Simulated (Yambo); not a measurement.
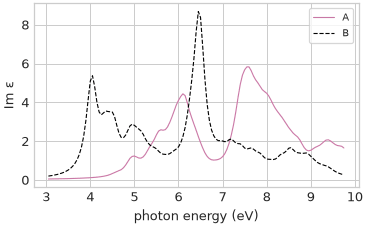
Two computed absorption spectra of K₂S (anti-fluorite, space group Fm-3m, No. 225) under isotropic strain of -1.5 % on all lattice vectors (Yambo, PBEsol bands with the same scissor, field along x)

Question: Which curve includes the electron-hole attraction (BSE), and where are its main peaks?

Answer: Curve B: the attraction moves weight to lower energy (centre of the plotted range 6.1 eV against 7.3 eV). Its peaks lie at 4.0 eV, 5.0 eV, 6.5 eV, 8.6 eV. Settings: 8×8×8 mesh, 3 valence and 6 conduction bands, static screening with 47 bands and a 4 Ry block, scissor 1.85 eV, Tamm-Dancoff. The scissor comes from a G0W0 run whose convergence isn't established. Broadening 0.15 eV. The band window holds all transitions up to 9.8 eV. Fine structure above the onset can come from the mesh.

Geometry strained from the cell relaxed with PBEsol, atoms relaxed again; primitive cell a = b = c = 5.108 Å, α = β = γ = 60.00°.
